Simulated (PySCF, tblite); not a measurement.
# C6H7NOS: a rotation path, then NMR shifts on frames, part 2 of 2

tblite 0.8.0 and PySCF 2.14.0. Atoms count from 0. The steps go on from the part before.

## (5) Nuclear shieldings: image 4, PBE0/pcSseg-1

Job settings and geometry (Å):

```
{"job": {"kind": "nmr", "xc": "PBE0", "basis": "pcSseg-1", "pop": false}, "charge": 0, "multiplicity": 1}
C      2.530000    -0.591500     0.184900
S      1.672200     0.703700    -0.814100
O      1.702800     0.228300    -2.197300
C     -0.050100     0.367500    -0.223200
C     -1.006100     1.306800    -0.582500
C     -2.316300     1.109200    -0.168000
N     -2.697400     0.073600     0.558200
C     -1.786300    -0.819900     0.889100
C     -0.448700    -0.726100     0.525200
H      2.187800    -1.575100    -0.117800
H      2.343600    -0.400300     1.235500
H      3.590200    -0.502300    -0.028800
H     -0.733900     2.168500    -1.170800
H     -3.096100     1.814600    -0.419700
H     -2.137300    -1.652800     1.484100
H      0.238100    -1.495200     0.833700
```

With the program's defaults for keys left out, this is: GIAO PBE0/pcSseg-1 NMR shielding, non-relativistic, gas phase.

What it wrote:

```text
coarse grid: 14632 points
cycle   1  E = -760.0963801606  dE =  1.844e+00  |g| = 9.170e-01  |ddm| = 4.108e+00
cycle   2  E = -759.2102517450  dE =  8.861e-01  |g| = 2.240e+00  |ddm| = 4.366e+00
cycle   3  E = -760.2508186234  dE = -1.041e+00  |g| = 2.344e-01  |ddm| = 3.744e+00
cycle   4  E = -760.2609890968  dE = -1.017e-02  |g| = 1.298e-01  |ddm| = 4.138e-01
cycle   5  E = -760.2648953055  dE = -3.906e-03  |g| = 2.552e-02  |ddm| = 1.529e-01
cycle   6  E = -760.2650280467  dE = -1.327e-04  |g| = 1.168e-02  |ddm| = 3.668e-02
cycle   7  E = -760.2650620911  dE = -3.404e-05  |g| = 3.333e-03  |ddm| = 1.378e-02
cycle   8  E = -760.2650645857  dE = -2.495e-06  |g| = 1.074e-03  |ddm| = 4.288e-03
final grid: 138800 points
cycle   9  E = -760.3296259917  dE = -3.751e-05  |g| = 1.144e-02  |ddm| = 4.843e-02
cycle  10  E = -760.3295808915  dE =  4.510e-05  |g| = 1.844e-02  |ddm| = 3.311e-02
cycle  11  E = -760.3296542012  dE = -7.331e-05  |g| = 3.515e-03  |ddm| = 2.380e-02
cycle  12  E = -760.3296566564  dE = -2.455e-06  |g| = 3.070e-04  |ddm| = 3.508e-03
cycle  13  E = -760.3296566716  dE = -1.514e-08  |g| = 2.184e-04  |ddm| = 6.704e-04
cycle  14  E = -760.3296566827  dE = -1.118e-08  |g| = 6.284e-05  |ddm| = 2.748e-04
cycle  15  E = -760.3296566837  dE = -9.318e-10  |g| = 1.616e-05  |ddm| = 8.893e-05
converged SCF energy = -760.3296566837

GIAO shielding tensors (ppm)
atom      isotropic    diamagn.    paramagn.     s11        s22        s33       span
  0 C      144.706     256.066    -111.360    114.178    137.269    182.671     68.494
  1 S      168.625    1052.187    -883.563    -22.697    100.044    428.527    451.224
  2 O      259.400     394.990    -135.590     30.140    264.110    483.950    453.810
  3 C       22.638     267.152    -244.514    -61.317    -23.703    152.933    214.250
  4 C       56.748     254.414    -197.666    -47.789     46.468    171.564    219.353
  5 C       29.574     250.711    -221.137    -79.692     22.963    145.450    225.142
  6 N     -100.468     331.385    -431.853   -433.655   -177.353    309.605    743.260
  7 C       30.126     250.618    -220.492    -78.595     24.032    144.941    223.536
  8 C       66.726     256.703    -189.978    -33.262     52.691    180.748    214.009
  9 H       28.588      32.351      -3.763     24.812     28.687     32.264      7.452
 10 H       29.572      32.102      -2.530     25.276     28.299     35.140      9.864
 11 H       28.697      28.333       0.365     25.386     27.071     33.636      8.250
 12 H       23.961      32.182      -8.221     20.776     22.283     28.825      8.049
 13 H       22.506      28.437      -5.931     18.505     22.150     26.865      8.360
 14 H       22.530      29.574      -7.043     18.397     22.012     27.182      8.786
 15 H       24.125      35.530     -11.405     20.064     22.442     29.867      9.803
```

Wall time 94 s (1 thread, shared host).

Key values: δ C3 164.3, C5 157.4, C7 156.8, C4 130.2, H13 9.21, H14 9.19 ppm.

## (6) Shielding tensors: image 6, PBE0/pcSseg-1

Job settings and geometry (Å):

```
{"job": {"kind": "nmr", "xc": "PBE0", "basis": "pcSseg-1", "pop": false}, "charge": 0, "multiplicity": 1}
C      2.428300    -0.815000    -0.097500
S      1.762600     0.900900    -0.292900
O      1.829300     1.210900    -1.720100
C     -0.000400     0.464000     0.013900
C     -0.965700     1.165800    -0.690200
C     -2.300800     0.875000    -0.442900
N     -2.693500    -0.050200     0.414200
C     -1.768300    -0.710500     1.083900
C     -0.406700    -0.478800     0.943200
H      1.886200    -1.502000    -0.737500
H      2.349800    -1.096700     0.945500
H      3.474100    -0.781900    -0.385300
H     -0.674600     1.911000    -1.412700
H     -3.092900     1.407400    -0.951200
H     -2.131100    -1.461600     1.772900
H      0.296000    -1.029500     1.545300
```

Level: GIAO PBE0/pcSseg-1 NMR shielding, non-relativistic, gas phase.

What it wrote:

```text
coarse grid: 14632 points
cycle   1  E = -760.1027388185  dE =  1.846e+00  |g| = 9.120e-01  |ddm| = 4.091e+00
cycle   2  E = -759.2729482426  dE =  8.298e-01  |g| = 2.189e+00  |ddm| = 4.575e+00
cycle   3  E = -760.2557383856  dE = -9.828e-01  |g| = 2.299e-01  |ddm| = 3.882e+00
cycle   4  E = -760.2653752306  dE = -9.637e-03  |g| = 1.282e-01  |ddm| = 4.228e-01
cycle   5  E = -760.2692341974  dE = -3.859e-03  |g| = 2.771e-02  |ddm| = 1.501e-01
cycle   6  E = -760.2694003518  dE = -1.662e-04  |g| = 1.172e-02  |ddm| = 3.620e-02
cycle   7  E = -760.2694352388  dE = -3.489e-05  |g| = 2.990e-03  |ddm| = 1.357e-02
cycle   8  E = -760.2694371707  dE = -1.932e-06  |g| = 1.008e-03  |ddm| = 3.844e-03
final grid: 138800 points
cycle   9  E = -760.3345527370  dE = -3.075e-05  |g| = 1.117e-02  |ddm| = 4.086e-02
cycle  10  E = -760.3345122762  dE =  4.046e-05  |g| = 1.769e-02  |ddm| = 3.366e-02
cycle  11  E = -760.3345797816  dE = -6.751e-05  |g| = 3.383e-03  |ddm| = 2.452e-02
cycle  12  E = -760.3345820830  dE = -2.301e-06  |g| = 3.224e-04  |ddm| = 3.834e-03
cycle  13  E = -760.3345821006  dE = -1.765e-08  |g| = 2.128e-04  |ddm| = 6.081e-04
cycle  14  E = -760.3345821113  dE = -1.066e-08  |g| = 5.519e-05  |ddm| = 2.546e-04
cycle  15  E = -760.3345821120  dE = -7.019e-10  |g| = 1.609e-05  |ddm| = 7.674e-05
converged SCF energy = -760.3345821120

GIAO shielding tensors (ppm)
atom      isotropic    diamagn.    paramagn.     s11        s22        s33       span
  0 C      140.530     255.293    -114.763    111.740    127.310    182.540     70.800
  1 S      171.496    1052.612    -881.115     18.749     81.549    414.192    395.443
  2 O      289.421     396.474    -107.053     71.659    307.763    488.840    417.181
  3 C       14.589     268.141    -253.552    -60.230    -31.894    135.891    196.121
  4 C       61.075     253.532    -192.457    -50.540     44.208    189.556    240.096
  5 C       29.739     251.165    -221.427    -78.886     22.565    145.536    224.422
  6 N      -95.409     331.474    -426.883   -422.808   -174.495    311.076    733.884
  7 C       32.161     250.675    -218.513    -74.291     25.377    145.398    219.689
  8 C       64.554     257.279    -192.725    -36.419     55.716    174.365    210.785
  9 H       28.941      32.153      -3.213     25.734     28.360     32.727      6.993
 10 H       29.233      31.986      -2.752     24.348     28.725     34.627     10.279
 11 H       28.802      28.509       0.293     25.440     26.960     34.007      8.567
 12 H       23.780      32.702      -8.922     20.298     21.873     29.169      8.871
 13 H       22.499      28.759      -6.259     18.376     22.271     26.850      8.474
 14 H       22.728      29.481      -6.753     18.557     22.409     27.219      8.662
 15 H       24.649      34.801     -10.152     20.736     22.995     30.217      9.481
```

It took 98 s on 1 thread, shared host.

This run: δ C3 172.3, C5 157.2, C7 154.8, C4 125.9, H13 9.22, H14 8.99 ppm.

## (7) NMR shieldings: image 8, PBE0/pcSseg-1

Job settings and geometry (Å):

```
{"job": {"kind": "nmr", "xc": "PBE0", "basis": "pcSseg-1", "pop": false}, "charge": 0, "multiplicity": 1}
C      2.272400    -0.827600    -0.483600
S      1.833900     0.859500     0.145800
O      1.967100     1.761000    -0.995600
C      0.050200     0.451400     0.244900
C     -0.803300     0.901900    -0.744200
C     -2.148000     0.577800    -0.634500
N     -2.640800    -0.129700     0.366500
C     -1.816900    -0.543500     1.312800
C     -0.454600    -0.277900     1.307800
H      1.722000    -1.021000    -1.397600
H      2.030600    -1.557200     0.280200
H      3.338400    -0.831500    -0.685900
H     -0.411600     1.486200    -1.562900
H     -2.863100     0.897900    -1.380200
H     -2.271100    -1.113300     2.112400
H      0.187300    -0.624900     2.102500
```

With the program's defaults for keys left out, this is: GIAO PBE0/pcSseg-1 NMR shielding, non-relativistic, gas phase.

What it wrote:

```text
coarse grid: 14632 points
cycle   1  E = -760.1108092758  dE =  1.848e+00  |g| = 9.056e-01  |ddm| = 4.085e+00
cycle   2  E = -759.3291084787  dE =  7.817e-01  |g| = 2.140e+00  |ddm| = 4.642e+00
cycle   3  E = -760.2607676901  dE = -9.317e-01  |g| = 2.318e-01  |ddm| = 3.916e+00
cycle   4  E = -760.2708922315  dE = -1.012e-02  |g| = 1.233e-01  |ddm| = 4.090e-01
cycle   5  E = -760.2744720002  dE = -3.580e-03  |g| = 2.692e-02  |ddm| = 1.435e-01
cycle   6  E = -760.2746262175  dE = -1.542e-04  |g| = 1.164e-02  |ddm| = 3.526e-02
cycle   7  E = -760.2746601437  dE = -3.393e-05  |g| = 2.937e-03  |ddm| = 1.377e-02
cycle   8  E = -760.2746620030  dE = -1.859e-06  |g| = 1.006e-03  |ddm| = 3.733e-03
final grid: 138800 points
cycle   9  E = -760.3391069874  dE = -2.519e-05  |g| = 1.107e-02  |ddm| = 4.093e-02
cycle  10  E = -760.3390641536  dE =  4.283e-05  |g| = 1.793e-02  |ddm| = 3.375e-02
cycle  11  E = -760.3391332862  dE = -6.913e-05  |g| = 3.322e-03  |ddm| = 2.479e-02
cycle  12  E = -760.3391354937  dE = -2.207e-06  |g| = 3.275e-04  |ddm| = 3.800e-03
cycle  13  E = -760.3391355122  dE = -1.857e-08  |g| = 2.153e-04  |ddm| = 5.979e-04
cycle  14  E = -760.3391355235  dE = -1.127e-08  |g| = 5.095e-05  |ddm| = 2.486e-04
cycle  15  E = -760.3391355241  dE = -5.773e-10  |g| = 1.560e-05  |ddm| = 7.063e-05
converged SCF energy = -760.3391355241

GIAO shielding tensors (ppm)
atom      isotropic    diamagn.    paramagn.     s11        s22        s33       span
  0 C      134.113     254.145    -120.032     98.652    123.654    180.034     81.382
  1 S      195.886    1053.031    -857.145     42.941     95.408    449.309    406.368
  2 O      295.932     397.077    -101.145     91.947    315.330    480.517    388.570
  3 C       15.333     267.725    -252.391    -61.342    -29.370    136.712    198.053
  4 C       65.755     253.795    -188.040    -47.239     45.516    198.989    246.228
  5 C       29.435     251.301    -221.867    -79.203     21.866    145.642    224.845
  6 N      -97.770     331.265    -429.035   -426.813   -174.006    307.508    734.321
  7 C       32.481     250.835    -218.354    -73.374     24.548    146.268    219.641
  8 C       64.297     256.030    -191.733    -40.327     56.925    176.291    216.618
  9 H       29.330      31.949      -2.619     26.302     28.931     32.756      6.454
 10 H       29.916      31.763      -1.847     25.702     29.170     34.876      9.174
 11 H       28.951      28.778       0.173     25.802     26.375     34.676      8.875
 12 H       23.548      33.482      -9.934     19.807     21.723     29.115      9.307
 13 H       22.411      29.205      -6.793     18.153     22.178     26.903      8.750
 14 H       22.751      29.035      -6.284     18.593     22.576     27.083      8.489
 15 H       24.649      33.083      -8.434     21.594     22.828     29.524      7.930
```

It took 93 s on 1 thread, shared host.

Key values: δ C3 171.6, C5 157.5, C7 154.4, C8 122.6, H13 9.31, H14 8.97 ppm.

## (8) Run by run: NMR shifts

Shifts (ppm) of some atoms, chosen among heavy atoms and hydrogens apart, with basis size and wall time:

```
  frame     C3     C4    C0   H15   H12   S1    O2  functions     time
image 0  171.5  122.6  52.7  8.17  7.07  308  40.1        195    2 min
image 2  168.8  125.4  50.5  8.13  7.47  327  73.6        195  1.9 min
image 4  164.3  130.2  42.2  7.59  7.76  335  76.7        195     94 s
image 6  172.3  125.9  46.4  7.07  7.94  332  46.7        195     98 s
image 8  171.6  121.2  52.8  7.07  8.17  308  40.1        195     93 s
```

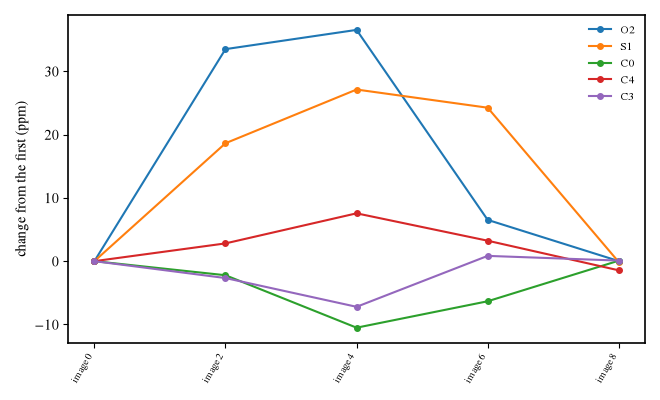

How five of the tabulated atoms move from run to run.

## (9) Results

What follows sums up all 2 parts.

```
                                       quantity                                         value
                                        barrier            0.180 eV (4.2 kcal/mol) at image 4
                          end to end (GFN2-xTB)                                      0.000 eV
13C shifts against TMS (PBE0/pcSseg-1, image 0)   171.5, 157.5, 154.4, 122.6, 121.2, 52.7 ppm
 1H shifts against TMS (PBE0/pcSseg-1, image 0)  9.31, 8.97, 8.17, 7.07, 2.77, 2.40, 1.81 ppm
33S shifts against CS2 (PBE0/pcSseg-1, image 0)                                       308 ppm
17O shifts against H2O (PBE0/pcSseg-1, image 0)                                      40.1 ppm
15N shifts against NH3 (PBE0/pcSseg-1, image 0)                                     365.5 ppm
                       range of the shift of O2                              40.1 to 76.7 ppm
```

Along the band the dihedral turns by 182°, and the top (dihedral -11°) lies 4.2 kcal/mol above the start (GFN2-xTB, rough), so at room temperature this motion is fast. The top was not checked by a frequency run. Shifts at one fixed geometry are not the observed spectrum, which averages over the motion. In the first frame run (image 0): The largest span, 734 ppm, is at N6, where the paramagnetic term is -429 ppm. NICS(1)zz of -29 ppm above the planar ring from C3 marks a diatropic (aromatic) ring current. Across the 5 runs the shift of O2 moves most, between 40.1 (image 0) and 76.7 ppm (image 4).
